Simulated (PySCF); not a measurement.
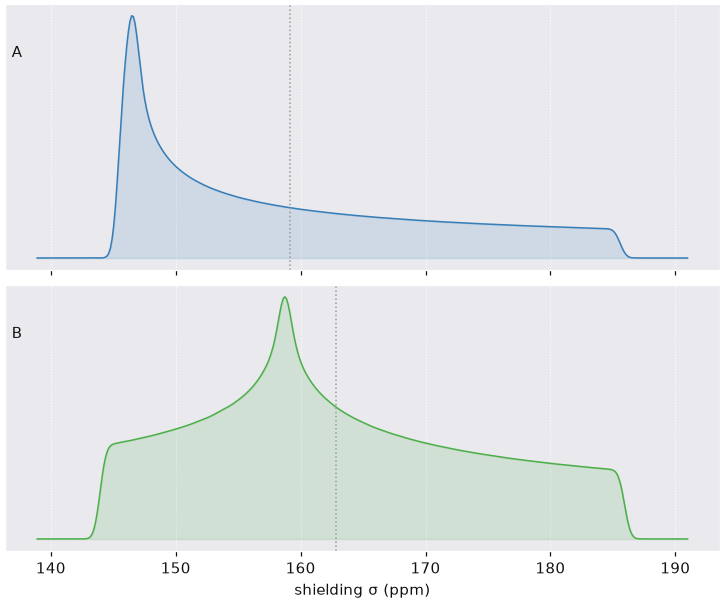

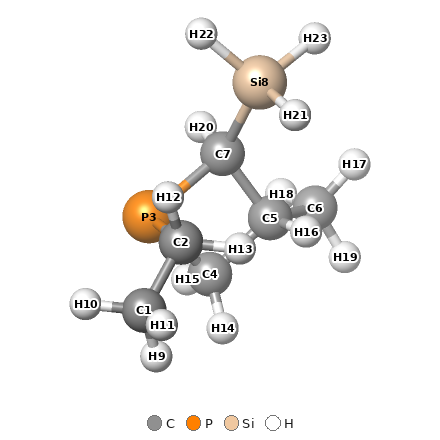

Static powder patterns (¹³C) from GIAO shielding tensors of C₆H₁₅PSi, SMILES CCP1C[C@@H](C)[C@@H]1[SiH3], PBE0/pcSseg-1 (IEF-PCM dichloromethane) with PySCF 2.14.0, at a PBE0-D3(BJ)/def2-SVP geometry (no frequency check); absolute shielding, one fixed geometry of the isolated molecule without any motion, no dipolar terms. The dotted line is the isotropic value; skew is 3(σiso − σ22)/span.

Q: The panels belong to C6 and C7. Which is which?

A: panel A: C6, σ11, σ22, σ33 = 145, 147, 186 ppm, isotropic 159, span 40 ppm, skew 0.94; panel B: C7, σ11, σ22, σ33 = 144, 159, 186 ppm, isotropic 163, span 42 ppm, skew 0.30.

Note: one conformer of a flexible molecule.
